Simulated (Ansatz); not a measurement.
Input file:

```
crystal:
  periodic: [false, false, false]
  atoms:
    - {symbol: Cl, position_ang: [1.434607, -3.094901, 2.474001]}
    - {symbol: F, position_ang: [0.037990, -2.221244, 0.088933]}
    - {symbol: Si, position_ang: [1.177738, -1.611158, 1.077846]}
    - {symbol: Si, position_ang: [2.203803, 0.413359, 0.900472]}
basis:
  gaussian: {orbitals: def2-TZVPD}
magnetization: {spin_polarized: true, initial_magnetization: 2}
hamiltonian: {xc: {name: PBE0}}
output: {forces: true, orbitals: {seedname: orbitals}}
```

Launched as:

```sh
ansatz run input.yaml --threads 1 --pin off --max-ram 2610MiB --events-out events.jsonl --progress --plain --runs-dir runs
```

Geometry: PBE0-D3(BJ)/pcseg-1.

All numbers below come from Ansatz 0.2.0, isolated molecule in a Gaussian basis; Kohn-Sham density functional theory, functional PBE0.

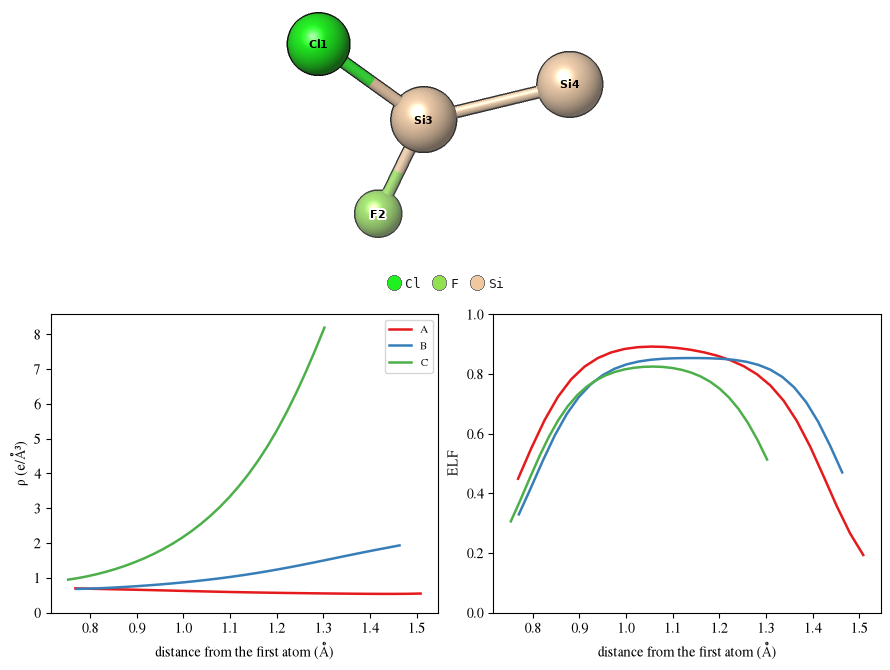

ClFSi$_{2}$ (triplet). Total electron density and ELF along straight lines between neighbouring atoms. The curves leave out the atomic cores. The structure is drawn too.

Which curve belongs to which contact (Si–Cl, Si–F and Si–Si)? The first atom named is at distance zero.

Curve A: Si–Si (2.28 Å): the density is about 0.58 e/Å³ at the midpoint; the ELF peaks at about 0.90 between the atoms: a covalent bond. Curve B: Si–Cl (2.05 Å): ρ at the midpoint is about 0.91 e/Å³; the ELF peaks at about 0.85 between the atoms, as expected for a polar covalent bond. Curve C: Si–F (1.63 Å): the density is about 1.1 e/Å³ at the midpoint; the ELF peaks at about 0.80 in the valence shell of F, 0.6 Å from its nucleus, and is about 0.50 at the midpoint.
